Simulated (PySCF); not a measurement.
# [Hg(CO)]2+: a change of charge

How does [Hg(CO)]2+ respond at fixed geometry? The runs cover a change of charge. It is a constructed species; whether it can be made isn't addressed.

Method: PBE0, Hg def2-SVP with ECP60, C def2-SVP, O def2-SVP; scalar-relativistic core potentials, no spin–orbit coupling; program: PySCF 2.14.0.

1 further run of the same task is left out (for a known fault of the program).

**1. Where the work starts**

3 atoms, charge 2, spin multiplicity 1.

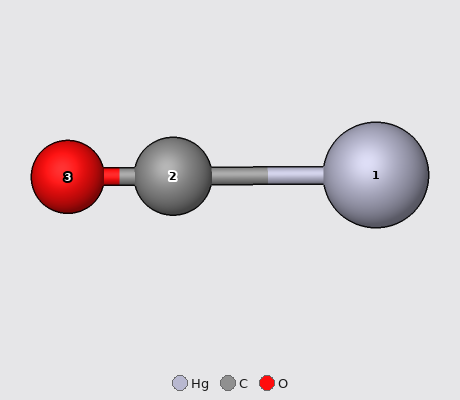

The geometry (mercury light grey, carbon grey, oxygen red); atoms are numbered from 1 in the order of the file.

Geometry (Å):

```xyz
3
charge 2, multiplicity 1
Hg    0.0000    0.0000   -0.3973
C     0.0000    0.0000    1.7389
O     0.0000    0.0000    2.8472
```

Formal oxidation states: Hg +2. An earlier session relaxed this geometry at PBE0, Hg def2-SVP with ECP60, C def2-SVP, O def2-SVP (singlet, point group C∞v).

Its energy there is -265.671341 Eh.

**2. One electron removed, multiplicity 2**

The input, run.py (the lines that set the calculation):

```python
mol = gto.M(atom='''
Hg     0.00000     0.00000    -0.39730
C      0.00000     0.00000     1.73887
O      0.00000     0.00000     2.84722''',
    basis={'Hg': 'def2-SVP', 'C': 'def2-SVP', 'O': 'def2-SVP'},
    ecp={'Hg': 'def2-SVP'},
    charge=3, spin=1)
mf = dft.UKS(mol, xc='PBE0')
mf.grids.atom_grid = (50, 194)
mf = mf.density_fit()  # fitting sets: Hg def2-universal-JKFIT, C def2-universal-JKFIT, O def2-universal-JKFIT
mf.conv_tol = 1e-08; mf.max_cycle = 55
mf.kernel(dm0)  # dm0: the density of the relaxed state
```

Run with:

```console
$ OMP_NUM_THREADS=2 python run.py
```

Standard output:

```text
init E= -265.681523781148
  HOMO = -0.953047710873  LUMO = -0.931912538191  gap/eV = 0.57512
cycle= 1 E= -264.594338859399  delta_E= 1.09  |g|= 0.236  |ddm|= 0.972
  HOMO = -1.28931539619  LUMO = -1.21006733404  gap/eV = 2.15645
cycle= 2 E= -264.59084824222  delta_E= 0.00349  |g|= 0.288  |ddm|= 0.459
  HOMO = -1.29169463855  LUMO = -1.1697554231  gap/eV = 3.31814
cycle= 3 E= -264.600238662326  delta_E= -0.00939  |g|= 0.252  |ddm|= 0.354
  HOMO = -1.26385056646  LUMO = -1.15729988661  gap/eV = 2.89939
cycle= 4 E= -264.624323913623  delta_E= -0.0241  |g|= 0.0166  |ddm|= 0.161
  HOMO = -1.25885223771  LUMO = -1.1520985371  gap/eV = 2.90492
cycle= 5 E= -264.624516067089  delta_E= -0.000192  |g|= 0.0111  |ddm|= 0.0284
  HOMO = -1.26164337142  LUMO = -1.15143172899  gap/eV = 2.99901
cycle= 6 E= -264.624608983839  delta_E= -9.29e-05  |g|= 0.00414  |ddm|= 0.0196
  HOMO = -1.26155816763  LUMO = -1.15106022407  gap/eV = 3.00680
cycle= 7 E= -264.624641902811  delta_E= -3.29e-05  |g|= 0.00248  |ddm|= 0.00947
  HOMO = -1.26163395445  LUMO = -1.150804088  gap/eV = 3.01583
cycle= 8 E= -264.624660291332  delta_E= -1.84e-05  |g|= 0.00137  |ddm|= 0.00902
  HOMO = -1.26163315431  LUMO = -1.15071647682  gap/eV = 3.01820
cycle= 9 E= -264.624667892748  delta_E= -7.6e-06  |g|= 0.000575  |ddm|= 0.00669
  HOMO = -1.26156172893  LUMO = -1.15068890378  gap/eV = 3.01700
cycle= 10 E= -264.624669302696  delta_E= -1.41e-06  |g|= 0.000151  |ddm|= 0.00387
  HOMO = -1.26154683985  LUMO = -1.15069450043  gap/eV = 3.01645
cycle= 11 E= -264.624669330356  delta_E= -2.77e-08  |g|= 2.13e-05  |ddm|= 0.000504
  HOMO = -1.26154288014  LUMO = -1.15069530128  gap/eV = 3.01632
cycle= 12 E= -264.624669330729  delta_E= -3.73e-10  |g|= 4.35e-06  |ddm|= 5.77e-05
  HOMO = -1.26154517196  LUMO = -1.15069535981  gap/eV = 3.01638
Extra cycle  E= -264.624669330663  delta_E= 6.57e-11  |g|= 1.39e-05  |ddm|= 1.34e-05
converged SCF energy = -264.624669330663  <S^2> = 0.75746167  2S+1 = 2.0074478
```

It took 0.8 s on 2 threads of Arm Neoverse V1, shared host.

Result: E = -264.624669 Eh (+28.481 eV from the relaxed state), HOMO -34.33 eV, LUMO -31.31 eV (over both spins), ⟨S²⟩ = 0.757, Mulliken charge on Hg1 +2.03 e. 

**3. One electron added, multiplicity 2**

Changes to run.py (the lines that set the calculation) since step 2:

```diff
@@ -6,3 +6,3 @@
     ecp={'Hg': 'def2-SVP'},
-    charge=3, spin=1)
+    charge=1, spin=1)
 mf = dft.UKS(mol, xc='PBE0')
```

Run with:

```console
$ OMP_NUM_THREADS=2 python run.py
```

Standard output:

```text
init E= -265.680326828741
  HOMO = -0.675116106421  LUMO = -0.666941225915  gap/eV = 0.22245
cycle= 1 E= -266.226156490971  delta_E= -0.546  |g|= 0.193  |ddm|= 2.05
  HOMO = -0.44010396387  LUMO = -0.334440678767  gap/eV = 2.87524
cycle= 2 E= -266.22213983656  delta_E= 0.00402  |g|= 0.258  |ddm|= 0.676
  HOMO = -0.475578539716  LUMO = -0.368227052116  gap/eV = 2.92118
cycle= 3 E= -266.247359609439  delta_E= -0.0252  |g|= 0.0819  |ddm|= 0.25
  HOMO = -0.482576107741  LUMO = -0.374081878074  gap/eV = 2.95228
cycle= 4 E= -266.249426186214  delta_E= -0.00207  |g|= 0.0279  |ddm|= 0.0662
  HOMO = -0.485191330257  LUMO = -0.375645001246  gap/eV = 2.98091
cycle= 5 E= -266.249744040421  delta_E= -0.000318  |g|= 0.00436  |ddm|= 0.0236
  HOMO = -0.485591693201  LUMO = -0.375563545494  gap/eV = 2.99402
cycle= 6 E= -266.249760096706  delta_E= -1.61e-05  |g|= 0.00162  |ddm|= 0.00769
  HOMO = -0.485554005402  LUMO = -0.375311574525  gap/eV = 2.99985
cycle= 7 E= -266.249764967636  delta_E= -4.87e-06  |g|= 0.000751  |ddm|= 0.00328
  HOMO = -0.485538619449  LUMO = -0.375259013892  gap/eV = 3.00086
cycle= 8 E= -266.249766142526  delta_E= -1.17e-06  |g|= 0.000394  |ddm|= 0.00169
  HOMO = -0.485563942247  LUMO = -0.37527451923  gap/eV = 3.00113
cycle= 9 E= -266.249766468738  delta_E= -3.26e-07  |g|= 7.85e-05  |ddm|= 0.00127
  HOMO = -0.485566281892  LUMO = -0.375279252571  gap/eV = 3.00106
cycle= 10 E= -266.249766477854  delta_E= -9.12e-09  |g|= 1.35e-05  |ddm|= 0.000218
  HOMO = -0.485563974395  LUMO = -0.375277170645  gap/eV = 3.00106
Extra cycle  E= -266.249766477912  delta_E= -5.78e-11  |g|= 1.66e-05  |ddm|= 3.91e-05
converged SCF energy = -266.249766477912  <S^2> = 0.75254153  2S+1 = 2.0025399
```

Wall time 0.7 s (2 threads of Arm Neoverse V1, shared host).

It gives: E = -266.249766 Eh (-15.740 eV from the relaxed state), HOMO -13.21 eV, LUMO -10.21 eV (over both spins), ⟨S²⟩ = 0.753, Mulliken charge on Hg1 +0.77 e. 

**4. The states side by side**

| state | energy from the relaxed state (eV) | ⟨S²⟩ | time |
| --- | --- | --- | --- |
| charge +2, singlet, vacuum (relaxed) | 0 | 0.00 |  |
| charge +1, doublet, vacuum | -15.74 | 0.75 | 0.7 s |
| charge +3, doublet, vacuum | 28.48 | 0.76 | 0.8 s |

An electron taken off or put on is at rest in vacuum. 

Removing an electron vertically costs 28.48 eV (doublet), against −HOMO = 25.65 eV. Adding an electron vertically releases 15.74 eV (doublet). These are double-zeta-type bases without diffuse functions. Spin–orbit coupling is left out.
